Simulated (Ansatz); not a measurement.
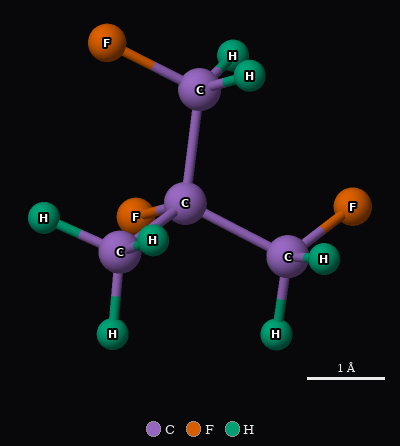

*The structure as given in the input (ball-and-stick view, seen at a tilt).*

**Single-point calculation of C₄H₇F₃ (charge −2)**

- system: C₄H₇F₃, charge −2
- method: RKS RPBE-d3bj/def2-SVPD (Ansatz 0.2.0)

Some settings of this run were made unusual or wrong on purpose. The geometry comes from this level: PBE0-D4/def2-TZVP.

### Input file
```yaml
crystal:
  periodic: [false, false, false]
  atoms:
    - {symbol: C, position_ang: [-0.515930, -0.699274, 1.177326]}
    - {symbol: C, position_ang: [-0.200974, 0.286167, 0.073972]}
    - {symbol: F, position_ang: [-0.937050, 1.444640, 0.313768]}
    - {symbol: C, position_ang: [-0.638548, -0.265211, -1.266044]}
    - {symbol: F, position_ang: [-0.230995, 0.547870, -2.301838]}
    - {symbol: C, position_ang: [1.262461, 0.676338, 0.034726]}
    - {symbol: F, position_ang: [1.705832, 1.021389, 1.291850]}
    - {symbol: H, position_ang: [-1.575209, -0.961739, 1.157352]}
    - {symbol: H, position_ang: [0.076140, -1.610055, 1.068917]}
    - {symbol: H, position_ang: [-0.283940, -0.249329, 2.141602]}
    - {symbol: H, position_ang: [-1.729686, -0.328297, -1.287863]}
    - {symbol: H, position_ang: [-0.210225, -1.259467, -1.424948]}
    - {symbol: H, position_ang: [1.865601, -0.164474, -0.322432]}
    - {symbol: H, position_ang: [1.399623, 1.532240, -0.627684]}
basis:
  gaussian: {orbitals: def2-SVPD}
total_charge: -2
hamiltonian: {xc: {name: RPBE}, dispersion: d3bj}
scf: {lower_state_search: light}
output: {forces: true}
```

Run on 4 threads of Arm Neoverse V2, 23 GiB of memory available, shared host.

Command:
```bash
ansatz run in.yaml --threads 4 --pin off --events-out ev --progress --plain --max-ram 11315MiB
```

### Log
```
Functional definition: RPBE
  name "RPBE"
  cite "Hammer, Hansen & Nørskov, Phys. Rev. B 59, 7413 (1999) doi:10.1103/PhysRevB.59.7413"
  cite "Perdew, Burke & Ernzerhof, Phys. Rev. Lett. 77, 3865 (1996) doi:10.1103/PhysRevLett.77.3865"
  parameter kappa = 0.804
  parameter beta = 0.06672455060314922
  exchange = rpbe_x(kappa = kappa, mu = beta*pi^2/3)
  correlation = pbe_c(beta = beta)
1679 factors; their error is unknown
mean field evaluation 1: about -12384.4801 eV, gradient 7.4e1 eV
mean field evaluation 2: about -12347.4016 eV, gradient 1.5e2 eV
mean field evaluation 4: about -12394.7998 eV, gradient 2.3e1 eV
mean field evaluation 8: about -12397.1067 eV, gradient 8.4e-1 eV
mean field evaluation 16: about -12396.9947 eV, gradient 4.3e-2 eV
mean field evaluation 32: about -12395.5298 eV, gradient 5.4e0 eV
a density is far from that of the atoms, so the factors are made again for it
2067 factors; integrals over basis functions are off by at most 9.1e-4 eV
mean field -12396.99464137 eV, -455.5811500858 hartree, gradient 2.1e-5 eV, S^2 0.000000; 0 other end points of the search recorded, 0 dependent functions left out
the calculation of the forces begins
reference -12396.99467520 eV, -455.5811513290 hartree; 30, 30 occupied and 175, 175 virtual orbitals, 2067 factors
Total energy: -12398.25633656 eV, -455.6275165286 hartree
Atom 0 at    -0.515930    -0.699274     1.177326 Å, force    -0.135834     0.184648    -0.066026 eV/Å
Atom 1 at    -0.200974     0.286167     0.073972 Å, force     0.510877    -0.834717    -0.187921 eV/Å
Atom 2 at    -0.937050     1.444640     0.313768 Å, force    -0.991296     1.601841     0.339730 eV/Å
Atom 3 at    -0.638548    -0.265211    -1.266044 Å, force    -0.235674    -0.154870     0.605768 eV/Å
Atom 4 at    -0.230995     0.547870    -2.301838 Å, force     0.375522     0.753833    -1.224757 eV/Å
Atom 5 at     1.262461     0.676338     0.034726 Å, force    -0.399634    -0.231379    -0.283249 eV/Å
Atom 6 at     1.705832     1.021389     1.291850 Å, force     0.709706     0.421247     1.199981 eV/Å
Atom 7 at    -1.575209    -0.961739     1.157352 Å, force    -0.624641    -0.254011    -0.001224 eV/Å
Atom 8 at     0.076140    -1.610055     1.068917 Å, force     0.447405    -0.643310    -0.013162 eV/Å
Atom 9 at    -0.283940    -0.249329     2.141602 Å, force     0.125382     0.144666     0.443471 eV/Å
Atom 10 at    -1.729686    -0.328297    -1.287863 Å, force    -0.429526    -0.181101     0.014980 eV/Å
Atom 11 at    -0.210225    -1.259467    -1.424948 Å, force     0.203251    -0.716026    -0.091166 eV/Å
Atom 12 at     1.865601    -0.164474    -0.322432 Å, force     0.355806    -0.485001    -0.334203 eV/Å
Atom 13 at     1.399623     1.532240    -0.627684 Å, force     0.088657     0.394179    -0.402222 eV/Å
Dipole moment:    -0.063096     0.735729    -0.052997 e Å
```

### Outcome

- outcome: converged
- total energy: −12398.2563 eV
- mean-field energy: −12396.9947 eV
- dispersion energy: −1.2617 eV
- SCF solution under orbital rotations: stable
- largest force (length of the vector): 1.914 eV/Å
- wall time: 11 s (CPU time 39 s)
- peak memory: 0.69 GiB

### Diagnosis

A setting was made wrong on purpose: charge. The program still converged, but the numbers can't be taken as results for the intended system.
